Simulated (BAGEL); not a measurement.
# ROHF/6-31G(d) (density fitting with qzvpp-jkfit, spherical functions) run of C2H3Si (SMILES [C]#C[SiH3])

We compute a single-point energy of C2H3Si. 

Program for the calculation: BAGEL 1.2.2.

4 further runs of the same task are left out: 3 that didn't finish, 1 set aside as unsound or not needed. Runs told in other sessions of the task aren't counted.

## Step 1: The structure to begin with

The species is C2H3Si (6 atoms), meant as a doublet with charge 0. As SMILES, `[C]#C[SiH3]`. The shape is that of a PBE0-D4/def2-TZVP optimisation.

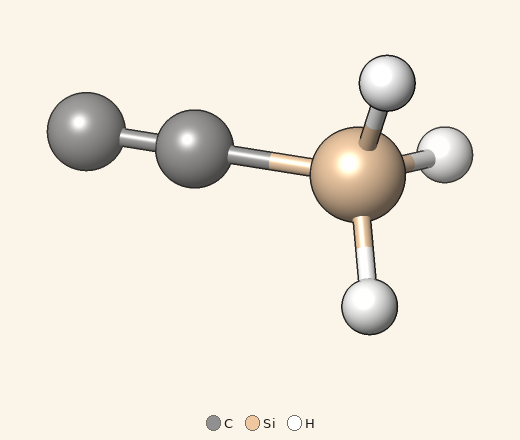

Viewed from a chosen angle; carbon grey, silicon light orange, hydrogen white.

## Step 2: A single-point energy at ROHF/6-31G(d) (density fitting with qzvpp-jkfit, spherical functions)

input.json

```json
{ "bagel": [

{
  "title": "molecule",
  "basis": "6-31gs.json",
  "df_basis": "qzvpp-jkfit",
  "angstrom": true,
  "geometry": [
    { "atom": "C", "xyz": [    1.099800,   -1.943700,    1.067500 ] },
    { "atom": "C", "xyz": [    0.563900,   -0.994100,    0.538900 ] },
    { "atom": "Si", "xyz": [   -0.246300,    0.437400,   -0.257000 ] },
    { "atom": "H", "xyz": [   -1.451000,   -0.035700,   -0.979200 ] },
    { "atom": "H", "xyz": [    0.706200,    1.059100,   -1.207200 ] },
    { "atom": "H", "xyz": [   -0.630600,    1.412800,    0.790800 ] }
  ]
},
{
  "title": "rohf",
  "nopen": 1
},
{
  "title": "print",
  "file": "orbitals.molden",
  "orbitals": true
}

]}
```

The basis set 6-31G* is read from a file made from the Basis Set Exchange's data (not shown).

Launch:

```sh
$ BAGEL_NUM_THREADS=1 BAGEL input.json > input.out
```

Log:

```text
* using 1 threads per process

  ===============================================================
  ===============================================================

  *** Geometry ***

  { "atom" : "C", "xyz" : [      2.078321,     -3.673061,      2.017283 ] },
  { "atom" : "C", "xyz" : [      1.065617,     -1.878577,      1.018373 ] },
  { "atom" : "Si", "xyz" : [     -0.465440,      0.826566,     -0.485660 ] },
  { "atom" : "H", "xyz" : [     -2.741993,     -0.067463,     -1.850420 ] },
  { "atom" : "H", "xyz" : [      1.334525,      2.001409,     -2.281277 ] },
  { "atom" : "H", "xyz" : [     -1.191661,      2.669805,      1.494395 ] },

  Number of auxiliary basis functions:      332

  Since a DF basis is specified, we compute 2- and 3-index integrals:
    o Being stored without compression. Storage requirement is 0.007 GB

  Number of basis functions:       52
  Number of electrons      :       29

    * METHOD: MOLECULE                             0.09

  *** Open-shell HF ***

  === Nuclear Repulsion ===
    76.3671329306

      * DIIS with orbital gradients will be used.

  === ROHF iteration (6-31gs.json) ===
      0       -366.12927539          0.03006938           0.03
      1       -366.20627959          0.01221726           0.03
      2       -366.22390990          0.00579958           0.03
      3       -366.22875957          0.00325372           0.03
      4       -366.23094234          0.00155156           0.04
      5       -366.23127482          0.00046360           0.03
      6       -366.23132027          0.00014394           0.03
      7       -366.23133075          0.00001705           0.03
      8       -366.23133572          0.00000480           0.03
      9       -366.23133521          0.00000339           0.03
     10       -366.23133527          0.00000295           0.03
     11       -366.23133524          0.00000194           0.03
     12       -366.23133530          0.00000089           0.03
     13       -366.23133530          0.00000056           0.03
     14       -366.23133531          0.00000024           0.03
     15       -366.23133530          0.00000007           0.04
     16       -366.23133529          0.00000002           0.04
     17       -366.23133529          0.00000001           0.04
     18       -366.23133529          0.00000001           0.03
    * SCF iteration converged.

    * S^2 (ROHF) is 0.7500

    * Permanent dipole moment:
           (    0.075736,    -0.133845,     0.074545) a.u.

    * METHOD: ROHF                                 0.73

    * METHOD: PRINT                                0.00

  ===============================================================
```

Run time: 0.98 s. Hardware: 1 thread of Arm Neoverse V2, shared host; peak memory 0.082 GiB.

## Step 3: Summary of results

Level: ROHF/6-31G* (density fitting with qzvpp-jkfit, spherical functions).

```
     quantity          value
 total energy  -366.23134 Eh
dipole moment         0.43 D
         ⟨S²⟩          0.750
```
